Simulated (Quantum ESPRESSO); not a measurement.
# Carrying a functional's shift from two faces of Au to a third

How the rows were computed: Quantum ESPRESSO 7.5 (pw.x, pp.x), PseudoDojo norm-conserving files, cold smearing of 0.02 Ry; slabs at the tabulated lattice constant, relaxed under PBE by pw.x; both functionals on the same atoms. Work functions in eV.

| face | area an atom (Å²) | PBE | PBEsol |
| --- | --- | --- | --- |
| (111) | 7.21 | 5.320 | 5.462 |
| (100) | 8.32 | 5.037 | 5.174 |
| (110) | 11.77 | 4.944 | withheld |

One more run was made and is withheld. What does PBEsol give for (110)?

By hand: The shifts from PBE are 5.462 − 5.320 = +0.142 eV and 5.174 − 5.037 = +0.137 eV, +0.139 eV in the mean. A rigid shift gives 4.944 + (+0.139) = 5.083 eV.

**The withheld run.** 5.066 eV; the estimate misses by +0.018 eV. The shift is rigid within 0.03 eV, so differences between faces carry over. The measured value for this face is 5.16 eV (“Anisotropic work function of elemental crystals” (2019, arxiv:1902.07811)), on a surface that reconstructs.

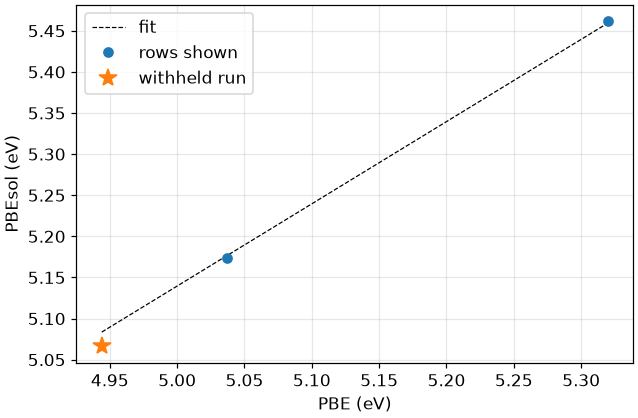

The rows shown, the fit and the withheld run.

**Limits.** Thin, unreconstructed slabs; thickness and mesh leave some 0.05 to 0.1 eV open, which largely cancels in the shift.
